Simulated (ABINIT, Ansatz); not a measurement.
# A GW chain in ABINIT: CdF2 (Fm-3m), part 2 of 3

Wanted: ground state, empty states, screening and self-energy for CdF2 (Fm-3m).

ABINIT 10.8.3; PBE and many-body steps on it, plane waves. Known limits of the many-body steps: not at the basis limit; d shell near the gap, gap tends to lie low; no spin-orbit coupling.

So far. Step 2 (Ground state): The gap is indirect, with the least direct gap 0.48 eV higher.

## Step 3: Bands along the symmetry lines

Level of this step: DFT, PBE, plane waves, norm-conserving pseudopotentials (ABINIT).

Levels along a band path, at the cheap level, show where the edges lie and whether the meshes to come will hold them.

run.abi

```
acell 3*1.0 Angstrom
rprim 
  0.000000000000 2.694000000000 2.694000000000
  2.694000000000 -0.000000000000 2.694000000000
  2.694000000000 2.694000000000 -0.000000000000
ntypat 2
znucl 48 9
natom 3
typat 1 2 2
xred 
  0.000000000000 0.000000000000 0.000000000000
  0.250000000000 0.250000000000 0.250000000000
  0.750000000000 0.750000000000 0.750000000000
pp_dirpath "pseudos"
pseudos "Cd.upf, F.upf"
ecut 47
iscf -2
irdden 1
kptopt 0
nkpt 50
kpt 
  0.00000000 0.00000000 0.00000000
  0.06250000 0.00000000 0.06250000
  0.12500000 0.00000000 0.12500000
  0.18750000 0.00000000 0.18750000
  0.25000000 0.00000000 0.25000000
  0.31250000 0.00000000 0.31250000
  0.37500000 0.00000000 0.37500000
  0.43750000 0.00000000 0.43750000
  0.50000000 0.00000000 0.50000000
  0.51562500 0.03125000 0.51562500
  0.53125000 0.06250000 0.53125000
  0.54687500 0.09375000 0.54687500
  0.56250000 0.12500000 0.56250000
  0.57812500 0.15625000 0.57812500
  0.59375000 0.18750000 0.59375000
  0.60937500 0.21875000 0.60937500
  0.62500000 0.25000000 0.62500000
  0.37500000 0.37500000 0.75000000
  0.32812500 0.32812500 0.65625000
  0.28125000 0.28125000 0.56250000
  0.23437500 0.23437500 0.46875000
  0.18750000 0.18750000 0.37500000
  0.14062500 0.14062500 0.28125000
  0.09375000 0.09375000 0.18750000
  0.04687500 0.04687500 0.09375000
  0.00000000 0.00000000 0.00000000
  0.06250000 0.06250000 0.06250000
  0.12500000 0.12500000 0.12500000
  0.18750000 0.18750000 0.18750000
  0.25000000 0.25000000 0.25000000
  0.31250000 0.31250000 0.31250000
  0.37500000 0.37500000 0.37500000
  0.43750000 0.43750000 0.43750000
  0.50000000 0.50000000 0.50000000
  0.50000000 0.46875000 0.53125000
  0.50000000 0.43750000 0.56250000
  0.50000000 0.40625000 0.59375000
  0.50000000 0.37500000 0.62500000
  0.50000000 0.34375000 0.65625000
  0.50000000 0.31250000 0.68750000
  0.50000000 0.28125000 0.71875000
  0.50000000 0.25000000 0.75000000
  0.50000000 0.21875000 0.71875000
  0.50000000 0.18750000 0.68750000
  0.50000000 0.15625000 0.65625000
  0.50000000 0.12500000 0.62500000
  0.50000000 0.09375000 0.59375000
  0.50000000 0.06250000 0.56250000
  0.50000000 0.03125000 0.53125000
  0.50000000 0.00000000 0.50000000
istwfk *1
nband 24
nbdbuf 2
tolwfr 1e-08
nstep 40
prtwf 0
prtvol 0
indata_prefix "in"
outdata_prefix "out"
tmpdata_prefix "tmp"
```

Command:

```console
$ OMP_NUM_THREADS=1 mpirun -n 8 abinit run.abi > log
```

Numbers of over 12 decimals in the logs are rounded to 6 here.

What it wrote:

```text
.Version 10.8.3 of ABINIT. v10.8.2 released Aug 2026.

 Symmetries : space group Fm -3 m (#225); Bravais cF (face-center cubic)
[... echo of the input left out ...]
== DATASET  1 ==================================================================
-   mpi_nproc: 8, omp_nthreads: 1 (-1 if OMP is not activated)

--- !DatasetInfo
iteration_state: {dtset: 1, }
dimensions: {natom: 3, nkpt: 50, mband: 24, nsppol: 1, nspinor: 1, nspden: 1, mpw: 4092, }
cutoff_energies: {ecut:  47.0, pawecutdg:  -1.0, }
electrons: {nelect:   3.40000000E+01, charge:   0.00000000E+00, occopt:   1.00000000E+00, tsmear:   1.00000000E-02, }

 Real(R)+Recip(G) space primitive vectors, cartesian coordinates (Bohr,Bohr^-1):
 R(1)=  0.0000000  5.0909222  5.0909222  G(1)= -0.0982140  0.0982140  0.0982140
 R(2)=  5.0909222  0.0000000  5.0909222  G(2)=  0.0982140 -0.0982140  0.0982140
 R(3)=  5.0909222  5.0909222  0.0000000  G(3)=  0.0982140  0.0982140 -0.0982140
 Unit cell volume ucvol=  2.6388784E+02 bohr^3
 Angles (23,13,12)=  6.00000000E+01  6.00000000E+01  6.00000000E+01 degrees

 getcut: wavevector=  0.0000  0.0000  0.0000  ngfft=  48  48  48
         ecut(hartree)=     47.000   => boxcut(ratio)=   2.16031

--- Pseudopotential description ------------------------------------------------
- Cd Generated using ONCVPSP code by D. R. Hamann
- 48.00000  20.00000  171031                  znucl, zion, pspdat
12 -101130 2 -1 1368                          pspcod,pspxc,lmax,lloc,mmax
     nproj     2     2     2
  pspatm : epsatm=   23.16453630
         --- l  ekb(1:nproj) -->
             0   51.917189    3.534234
             1    8.636196    1.282240
             2    0.687672   -0.678465
 pspatm: atomic psp has been read  and splines computed

- F Generated using ONCVPSP code by D. R. Hamann
-  9.00000   7.00000  171031                  znucl, zion, pspdat
12 -101130 2 -1 832                           pspcod,pspxc,lmax,lloc,mmax
     nproj     2     2     1
  pspatm : epsatm=    4.87625608
         --- l  ekb(1:nproj) -->
[...]
2   -2.441503
 pspatm: atomic psp has been read  and splines computed

--------------------------------------------------------------------------------

================================================================================
 prteigrs : about to open file out_EIG
 Non-SCF case, kpt    1 (  0.00000  0.00000  0.00000), residuals and eigenvalues=
  3.62E-09  1.81E-09  3.35E-09  6.19E-09  2.01E-09  4.78E-09  2.07E-09  4.45E-09
  6.24E-09  5.89E-09  2.06E-09  4.32E-09  7.03E-09  6.90E-09  7.38E-09  5.66E-09
  4.69E-09  5.51E-09  1.30E-09  3.34E-09  6.62E-09  4.59E-09  1.26E-06  2.56E-06
 -3.5024E+00 -2.0727E+00 -2.0727E+00 -2.0727E+00 -6.4666E-01 -6.0621E-01
 -9.0304E-02 -9.0304E-02 -9.0304E-02 -4.6198E-02 -4.6198E-02  7.9483E-02
  7.9483E-02  7.9483E-02  9.7004E-02  9.7004E-02  9.7004E-02  2.3002E-01
[...]
Non-SCF case, kpt    2 (  0.06250  0.00000  0.06250), residuals and eigenvalues=
[...]
Non-SCF case, kpt    3 (  0.12500  0.00000  0.12500), residuals and eigenvalues=
[...]
Non-SCF case, kpt   49 (  0.50000  0.03125  0.53125), residuals and eigenvalues=
[...]
Non-SCF case, kpt   50 (  0.50000  0.00000  0.50000), residuals and eigenvalues=
[...]
7.1731E-03  7.1731E-03  9.6579E-02  1.1195E-01  1.1195E-01  4.1054E-01
  4.7198E-01  5.5489E-01  6.4064E-01  6.4064E-01  8.3174E-01  8.9012E-01

--- !ResultsGS
iteration_state: {dtset: 1, }
comment   : Summary of ground state results
lattice_vectors:
- [  0.0000000,   5.0909222,   5.0909222, ]
- [  5.0909222,  -0.0000000,   5.0909222, ]
- [  5.0909222,   5.0909222,  -0.0000000, ]
lattice_lengths: [   7.19965,    7.19965,    7.19965, ]
lattice_angles: [ 60.000,  60.000,  60.000, ] # degrees, (23, 13, 12)
lattice_volume:   2.6388784E+02
convergence: {deltae:  0.000E+00, res2:  0.000E+00, residm:  9.995E-09, diffor:  0.000E+00, }
etotal    :  -2.24713089E+02
entropy   :   0.00000000E+00
fermie    :   1.14494563E-01
cartesian_stress_tensor: null
pressure_GPa: null
xred      :
- [  0.0000E+00,   0.0000E+00,   0.0000E+00, Cd]
- [  2.5000E-01,   2.5000E-01,   2.5000E-01,  F]
- [  7.5000E-01,   7.5000E-01,   7.5000E-01,  F]
cartesian_forces: null
force_length_stats: {min: null, max: null, mean: null, }

 Integrated electronic density in atomic spheres:
 ------------------------------------------------
 Atom  Sphere_radius  Integrated_density
[...]
================================================================================

 ----iterations are completed or convergence reached----

 Mean square residual over all n,k,spin=   43.580E-10; max=  99.950E-10
 reduced coordinates (array xred) for    3 atoms
[...]
0.250000000000      0.250000000000      0.250000000000
       0.750000000000      0.750000000000      0.750000000000

 cartesian coordinates (angstrom) at end:
    1      0.000000     0.000000     0.000000
    2      1.347000     1.347000     1.347000
    3      4.041000     4.041000     4.041000
 length scales=  1.889726125908  1.889726125908  1.889726125908 bohr
              =  1.000000000000  1.000000000000  1.000000000000 angstroms
 prteigrs : about to open file out_EIG
 Eigenvalues (hartree) for nkpt=  50  k points:
 kpt#   1, nband= 24, wtk=  1.00000, kpt=  0.0000  0.0000  0.0000 (reduced coord)
[...]
kpt#   2, nband= 24, wtk=  1.00000, kpt=  0.0625  0.0000  0.0625 (reduced coord)
[...]
kpt#   3, nband= 24, wtk=  1.00000, kpt=  0.1250  0.0000  0.1250 (reduced coord)
[...]
kpt#  49, nband= 24, wtk=  1.00000, kpt=  0.5000  0.0313  0.5313 (reduced coord)
[...]
kpt#  50, nband= 24, wtk=  1.00000, kpt=  0.5000  0.0000  0.5000 (reduced coord)
[...]
-0.05535   -0.04199   -0.03565    0.00218    0.00717    0.00717    0.09658    0.11195
   0.11195    0.41054    0.47198    0.55489    0.64064    0.64064    0.83174    0.89012

== END DATASET(S) ==============================================================
================================================================================

 -outvars: echo values of variables after computation  --------
            nband          24
             nkpt          50
          spgroup         225
 [... the other variables as echoed above ...]

 Calculation completed.
```

The job ended after 11 s (8 MPI ranks of Arm Neoverse V2, shared host; peak memory 0.59 GiB).

Numbers from this step:

```
gap                        : 3.124 eV
k of the valence top       : 0.5, 0.25, 0.75
k of the conduction bottom : 0, 0, 0
least direct gap           : 3.620 eV
```

The gap is 3.124 eV, −0.020 eV from the run before at this level.

Electronic bands along the path, in eV, zero at the top of the highest filled band:

| point | band 14 | band 15 | band 16 | band 17 | band 18 | band 19 | band 20 | band 21 |
| --- | --- | --- | --- | --- | --- | --- | --- | --- |
| Γ | -0.97 | -0.50 | -0.50 | -0.50 | 3.12 | 12.74 | 12.74 | 12.74 |
| X | -2.94 | -0.51 | -0.09 | -0.09 | 8.04 | 9.71 | 11.96 | 14.30 |
| U | -2.30 | -0.95 | -0.35 | -0.20 | 7.99 | 10.79 | 11.16 | 14.50 |
| jump to K | -2.30 | -0.95 | -0.35 | -0.20 | 7.99 | 10.79 | 11.16 | 14.50 |
| Γ | -0.97 | -0.50 | -0.50 | -0.50 | 3.12 | 12.74 | 12.74 | 12.74 |
| L | -1.83 | -1.83 | -0.39 | -0.39 | 7.20 | 9.18 | 14.53 | 14.53 |
| W | -1.52 | -1.52 | -0.60 | 0.00 | 8.10 | 11.53 | 11.72 | 11.72 |
| X | -2.94 | -0.51 | -0.09 | -0.09 | 8.04 | 9.71 | 11.96 | 14.30 |

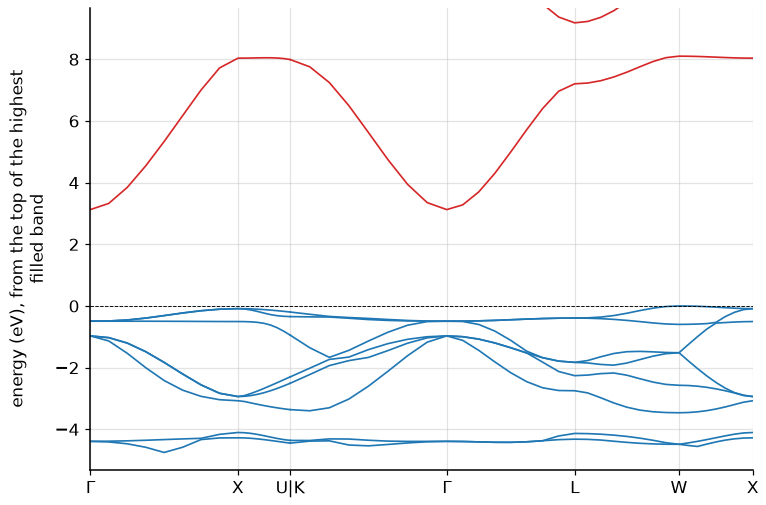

Electronic bands along the path; lines of filled and empty bands in two colours.

## Step 4: Empty states on the mesh, 6×6×6 mesh, 276 bands

The sums over transitions need many empty states on a uniform mesh; this step solves for them.

run.abi

```
acell 3*1.0 Angstrom
rprim 
  0.000000000000 2.694000000000 2.694000000000
  2.694000000000 -0.000000000000 2.694000000000
  2.694000000000 2.694000000000 -0.000000000000
ntypat 2
znucl 48 9
natom 3
typat 1 2 2
xred 
  0.000000000000 0.000000000000 0.000000000000
  0.250000000000 0.250000000000 0.250000000000
  0.750000000000 0.750000000000 0.750000000000
pp_dirpath "pseudos"
pseudos "Cd.upf, F.upf"
ecut 47
ngkpt 6 6 6
nshiftk 1
shiftk 0 0 0
kptopt 1
chksymbreak 0
irdden 1
istwfk *1
nband 276
prtvol 0
optdriver 6
gwr_task "HDIAGO"
paral_kgb 0
occopt 1
indata_prefix "in"
outdata_prefix "out"
tmpdata_prefix "tmp"
```

What it wrote:

```text
[banner, memory and clock lines left out]
.Version 10.8.3 of ABINIT. v10.8.2 released Aug 2026.

 Symmetries : space group Fm -3 m (#225); Bravais cF (face-center cubic)
[... echo of the input left out ...]
== DATASET  1 ==================================================================
-   mpi_nproc: 8, omp_nthreads: 1 (-1 if OMP is not activated)

--- !DatasetInfo
iteration_state: {dtset: 1, }
dimensions: {natom: 3, nkpt: 16, mband: 276, nsppol: 1, nspinor: 1, nspden: 1, mpw: 4092, }
cutoff_energies: {ecut:  47.0, pawecutdg:  -1.0, }
electrons: {nelect:   3.40000000E+01, charge:   0.00000000E+00, occopt:   1.00000000E+00, tsmear:   1.00000000E-02, }

.Using double precision arithmetic; gwpc =  8

- Reading GS density from: in_DEN

--- Pseudopotential description ------------------------------------------------
- Cd Generated using ONCVPSP code by D. R. Hamann
- 48.00000  20.00000  171031                  znucl, zion, pspdat
12 -101130 2 -1 1368                          pspcod,pspxc,lmax,lloc,mmax
     nproj     2     2     2
  pspatm : epsatm=   23.16453630
         --- l  ekb(1:nproj) -->
             0   51.917189    3.534234
             1    8.636196    1.282240
             2    0.687672   -0.678465
 pspatm: atomic psp has been read  and splines computed

- F Generated using ONCVPSP code by D. R. Hamann
-  9.00000   7.00000  171031                  znucl, zion, pspdat
12 -101130 2 -1 832                           pspcod,pspxc,lmax,lloc,mmax
     nproj     2     2     1
  pspatm : epsatm=    4.87625608
         --- l  ekb(1:nproj) -->
             0    6.519403    1.070094
             1   -3.955629   -1.291931
             2   -2.441503
 pspatm: atomic psp has been read  and splines computed

   1.11917965E+03                                ecore*ucvol(ha*bohr**3)

 Total charge density [el/Bohr^3]
)     Maximum=    2.5481E+00  at reduced coord.    0.1042    0.9375    0.9583
)     Minimum=    9.5768E-04  at reduced coord.    0.5000    0.5000    0.5000
   Integrated=    3.4000E+01

 === KS gaps after direct diagonalization ===
 Indirect band gap semiconductor
 Fundamental gap:     3.143 (eV)
   VBM:     3.116 (eV) at k: [-3.3333E-01,  5.0000E-01,  1.6667E-01]
   CBM:     6.259 (eV) at k: [ 0.0000E+00,  0.0000E+00,  0.0000E+00]
 Direct gap:         3.619 (eV) at k: [ 0.0000E+00,  0.0000E+00,  0.0000E+00]

== END DATASET(S) ==============================================================

 -outvars: echo values of variables after computation  --------
           etotal      0.0000000000E+00
            nband         276
             nkpt          16
          spgroup         225
 [... the other variables as echoed above ...]

 Calculation completed.
```

Run time: 86 s. Hardware: 8 MPI ranks; peak memory 7.6 GiB.

This step gave:

| Quantity | Value |
| --- | --- |
| gap | 3.143 eV |
| k of the valence top | -0.3333, 0.5, 0.1667 |
| k of the conduction bottom | 0, 0, 0 |
| least direct gap | 3.619 eV |
| k points computed | 16 |
| lowest point of the top converged band, above the valence top | 189.8734 eV |

On this mesh the gap is 3.143 eV.

## Step 5: Screening, 6×6×6 mesh, 268 bands, screening to 272.1 eV

The RPA dielectric matrix is built and inverted for each q.

This step: RPA screening on PBE, plane waves, norm-conserving pseudopotentials.

run.abi, as its differences from that of step 4:

```diff
@@ -21,10 +21,11 @@
 chksymbreak 0
-irdden 1
 istwfk *1
-nband 276
-prtvol 0
-optdriver 6
-gwr_task "HDIAGO"
-paral_kgb 0
 occopt 1
+irdwfk 1
+optdriver 3
+nband 268
+ecuteps 10
+inclvkb 2
+awtr 1
+symchi 1
 indata_prefix "in"
```

What it wrote:

```text
.Version 10.8.3 of ABINIT. v10.8.2 released Aug 2026.

 Symmetries : space group Fm -3 m (#225); Bravais cF (face-center cubic)
[... echo of the input left out ...]
== DATASET  1 ==================================================================
-   mpi_nproc: 8, omp_nthreads: 1 (-1 if OMP is not activated)

--- !DatasetInfo
iteration_state: {dtset: 1, }
dimensions: {natom: 3, nkpt: 16, mband: 268, nsppol: 1, nspinor: 1, nspden: 1, mpw: 4092, }
cutoff_energies: {ecut:  47.0, pawecutdg:  -1.0, }
electrons: {nelect:   3.40000000E+01, charge:   0.00000000E+00, occopt:   1.00000000E+00, tsmear:   1.00000000E-02, }

 SCREENING: Calculation of the susceptibility and dielectric matrices

 Based on a program developped by R.W. Godby, V. Olevano, G. Onida, and L. Reining.
 Incorporated in ABINIT by V. Olevano, G.-M. Rignanese, and M. Torrent.
.Using double precision arithmetic ; gwpc =  8

[... cell and pseudopotentials left out ...]
--------------------------------------------------------------------------------

 ==== K-mesh for the wavefunctions ====
 Number of points in the irreducible wedge :    16
[... list of points left out ...]
 Together with 48 symmetry operations and time-reversal symmetry
 yields   216 points in the full Brillouin Zone.

 ==== Q-mesh for the screening function ====
 Number of points in the irreducible wedge :    16
[... list of points left out ...]
 Together with 48 symmetry operations and time-reversal symmetry
 yields   216 points in the full Brillouin Zone.

 setmesh: FFT mesh size selected  =    36x   36x   36
          total number of points  =        46656

 vcoul_init : cutoff-mode = AUXILIARY_FUNCTION
 q-points for optical limit:   1
     1)      0.000010    0.000020    0.000030

- screening: taking advantage of time-reversal symmetry
- Maximum band index for partially occupied states nbvw = 17
- Remaining bands to be divided among processors   nbcw = 251
- Number of bands treated by each node ~31

 Number of electrons calculated from density =   34.0000; Expected =   34.0000
 average of density, n =  0.128843
 r_s =    1.2282
 omega_plasma =   34.6246 [eV]

 calculating chi0 at frequencies [eV] :
  1    0.000000E+00    0.000000E+00
  2    0.000000E+00    3.462465E+01

--------------------------------------------------------------------------------
  q-point number  1        q = ( 0.000000, 0.000000, 0.000000) [r.l.u.]
--------------------------------------------------------------------------------
[... chi0 elements left out ...]
 For q-point:  0.000010 0.000020 0.000030
  dielectric constant =   2.7285
  dielectric constant without local fields =   2.9074

  Average fulfillment of the sum rule on Im[epsilon] for q-point    1 :     83.99  [%]
[... wings left out ...]
  q-point number  2        q = ( 0.166667, 0.000000, 0.000000) [r.l.u.]
--------------------------------------------------------------------------------
[... chi0 elements left out ...]
  Average fulfillment of the sum rule on Im[epsilon] for q-point    2 :     92.84  [%]

 [... 14 further q-points ...]
```

Elapsed: 12 min, on 8 MPI ranks; peak memory 6.3 GiB.

This step gave:

- ε∞ with local fields, on this mesh, along the program's q direction: 2.728
- the same without local fields: 2.907
- plasma frequency: 34.62 eV
- plane waves in the screening matrix: 411

Local fields lower ε∞ by 6 %.

(Part 2 of 3 ends here.)

[Paths, hosts, dates, memory and timing lines, banners, echoed tables and standing remarks are left out of the program output.]

[Logs are printed without paths, hosts, clocks, repeated set-up lines and the standing remarks that a program may print on its own settings, such as how far it seeks lower states.]

[Runs of the session that timed out or met a known fault of the program may be left out.]

[Hosts, paths, dates, database ids (printed as entryN), source tags and the programs' standing remarks are cut or masked in the printed files.]

[G0W0 gaps are taken among the corrected bands and points alone; a level outside them can change the order at an edge.]

[Where Ansatz stands beside ABINIT at settings called matched, ABINIT's density can come from a denser mesh and the files from another edition; pairs whose starting gaps differed by over 0.03 eV were left out, so agreement reads better than it is.]
